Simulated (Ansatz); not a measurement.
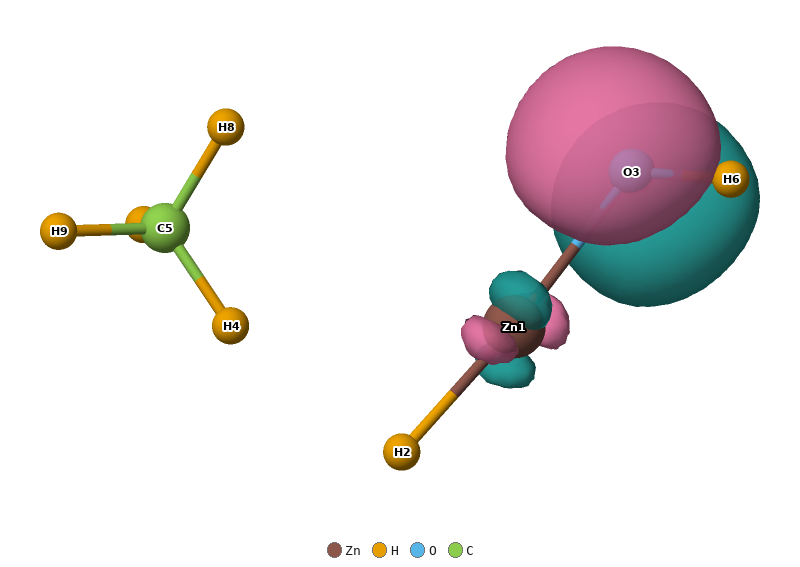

Figure. H2OZn···CH4. The HOMO at ±0.15 Å⁻³ᐟ² (teal and pink are the two phases), seen at a tilt.

Not at a stationary point (largest force 0.5 eV/Å).

Method: UKS PBE0/def2-SVP in Ansatz.

```yaml
atoms:
  - { symbol: Zn, position_ang: [-1.2101, -0.4976, -1.0472] }
  - { symbol: H, position_ang: [-0.0391, -1.4606, -1.2287] }
  - { symbol: O, position_ang: [-2.5026, 0.6682, -0.7111] }
  - { symbol: H, position_ang: [1.0792, -0.5823, 0.0796] }
  - { symbol: C, position_ang: [1.3820, 0.0967, 0.8734] }
  - { symbol: H, position_ang: [-3.1610, 0.7856, -1.4020] }
  - { symbol: H, position_ang: [1.1319, -0.3414, 1.8497] }
  - { symbol: H, position_ang: [0.8549, 1.0564, 0.7646] }
  - { symbol: H, position_ang: [2.4647, 0.2749, 0.8216] }
```

**Describe this orbital and give its energy.**

Its weight (Hirshfeld) is mainly on O3 (about 85 %) and Zn1 (about 10 %); largely a lone pair of O3. Its energy is −7.58 eV.
